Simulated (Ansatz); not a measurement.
```xyz
6

H     1.2271    1.9874    0.2127
C    -0.2320   -0.9192   -0.4062
F     0.2269   -2.0478    0.0750
F    -1.0852   -1.1208   -1.3793
Cl    0.4176    2.2987    1.1533
H    -0.5544   -0.1984    0.3445
```

Computed with UKS BHLYP-D4/def2-SVP (Ansatz 0.2.0).

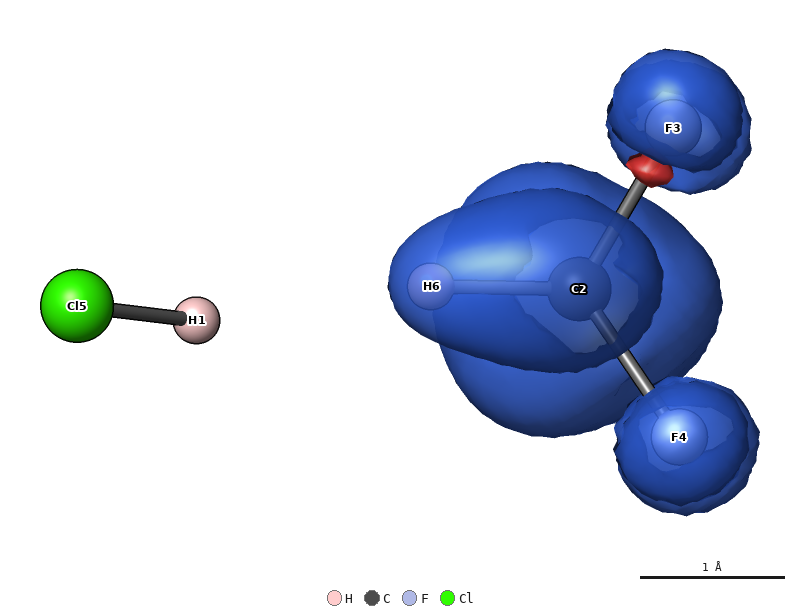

HCl···CHF$_{2}$ (doublet). Isosurfaces of the spin density (α minus β) at +0.03 (blue) and −0.03 e/Å³ (red), seen at a tilt.

Describe the spin distribution.

Answer. The unpaired spin (1 electron) lies mostly on C2 (about 0.7), F3 (about 0.1) and F4 (about 0.1), in electrons by Hirshfeld's partition.
